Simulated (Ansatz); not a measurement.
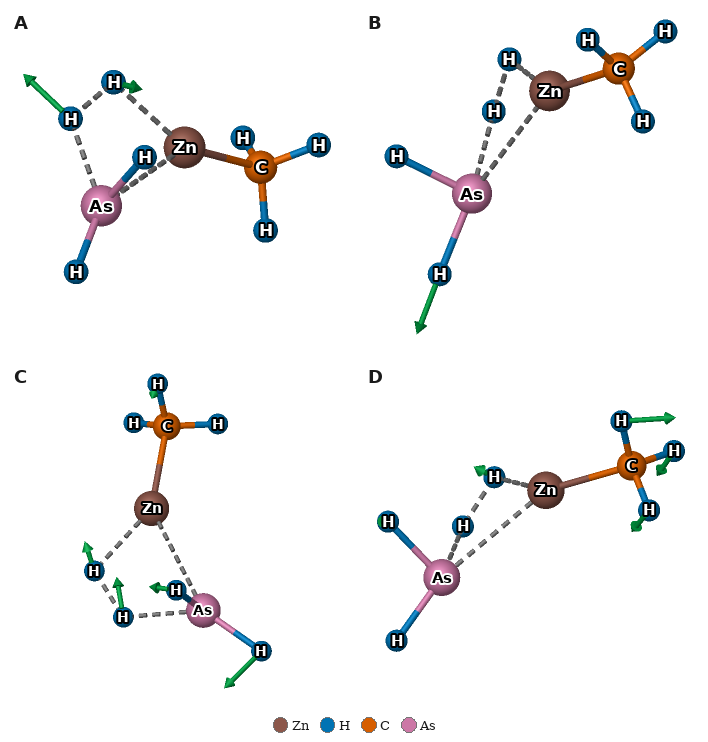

4 normal modes of one molecule or complex, as arrows. Broken sticks mark bonds that form or break. Harmonic vibrations computed with RKS PBE0-D4/def2-TZVP (Ansatz 0.2.0) at a stationary point of the same level. It is a saddle point of order 1.

Question: Match the panels to the wavenumbers 489 cm⁻¹, 677 cm⁻¹, 1578 cm⁻¹, 2125 cm⁻¹.

Answer: A: 1578 cm⁻¹
B: 2125 cm⁻¹
C: 489 cm⁻¹
D: 677 cm⁻¹
